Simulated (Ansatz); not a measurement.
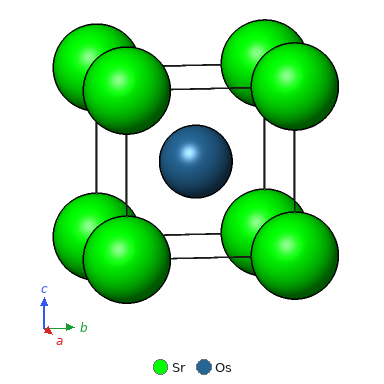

Spheres-only drawing of the structure, looking slightly off an axis. Lines trace the edges of the conventional unit cell.

SrOs, caesium chloride (CsCl, B2) type, space group Pm-3m (No. 221), a = 3.600 Å, b = 3.600 Å, c = 3.600 Å, α = 90.00°, β = 90.00°, γ = 90.00°. It goes back to a structure type filled with these elements by a generator (whether the compound takes this form wasn't checked). Earlier steps of the study, as a rule a relaxation of our own, may have changed the cell and positions, so they can lie some per cent off the listed ones. It went into a calculation with Ansatz.

This one geometry was computed with Ansatz (DFT, plane waves, PAW) at five levels of theory: r2SCAN, PBE, PBEsol, LDA and PBE with spin-orbit coupling.

Which level gives the highest pressure at this volume, and what does that say about its equilibrium volume?

Answer. Highest: PBE with spin-orbit coupling (1.1 GPa), which points to the largest equilibrium volume. Lowest, with the smallest volume: LDA (-6.6 GPa). Levels within 0.5 GPa of each other can't be told apart.

How does the band gap change with the level of theory?

Answer. All levels give a metal.

Collect the results in a table.

Answer.
| level | cutoff (eV) | k-mesh of the run's cell | gap (eV) | pressure (GPa) |
| --- | --- | --- | --- | --- |
| r2SCAN | 500 | 10×10×10 | metal | -0.9 |
| PBE | 420 | 10×10×10 | metal | 0.0 |
| PBEsol | 420 | 10×10×10 | metal | -4.1 |
| LDA | 420 | 10×10×10 | metal | -6.6 |
| PBE with spin-orbit coupling | 420 | 10×10×10 | metal | 1.1 |

Gaps are taken on the k-mesh or band path of each run.
